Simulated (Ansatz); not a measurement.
Consider TiO₂ in the anatase structure (space group I4_1/amd, No. 141; a = 3.7393 Å, c = 9.4551 Å).

Modification: the cell is scaled by 1.0120 in all directions; the atoms relax in the strained cell.

Method: DFT with LDA, PAW potentials and a 420 eV plane-wave cutoff in Ansatz (a program for electronic structure), spin-orbit coupling left out.

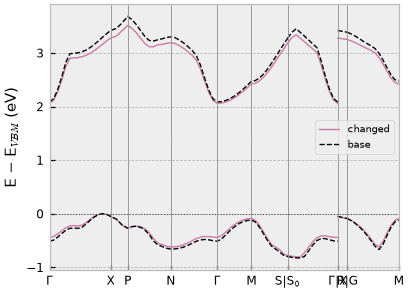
Fig. 1. Highest valence and lowest conduction band along the path, each from its own valence-band maximum

### Question
From the figure, how large is the changed gap, and is it direct?

### Answer
About 2.1 eV, indirect, Γ–X (87 % along) → Γ.

Stability against distortions was not tested. The final runs are not spin-polarised.
